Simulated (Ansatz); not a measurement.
## A computed series for hypothetical cubic perovskite TlCdBr3: response to strain

Consider TlCdBr₃ in the cubic perovskite structure (space group Pm-3m, No. 221; a = 5.463 Å; a hypothetical phase, not in the database extracts checked). Axes: x, y, z lie along the cube axes.

Strains are applied to the cell and any free atomic positions relax.

All numbers come from Kohn–Sham DFT with the r2SCAN functional, run in Ansatz (a quantum-chemistry and plane-wave program) with PAW and 500 eV plane waves, no SOC.

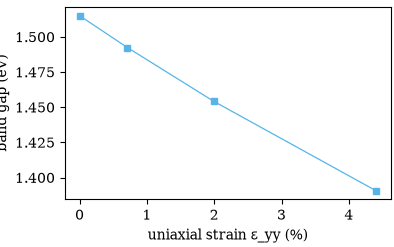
*Band gap against uniaxial strain ε_yy*

From the plot, what is the band gap for uniaxial strain ε_yy = +1.99 %?

About 1.45 eV.

Is the trend monotonic over the range shown?

Yes, it falls throughout, spanning 1.39 eV to 1.52 eV.

With Tl present, leaving out spin-orbit coupling can change the band edges. No phonon test of stability was made. Many cubic perovskites are stable only at high temperature; tilts and polar distortions were not tested.
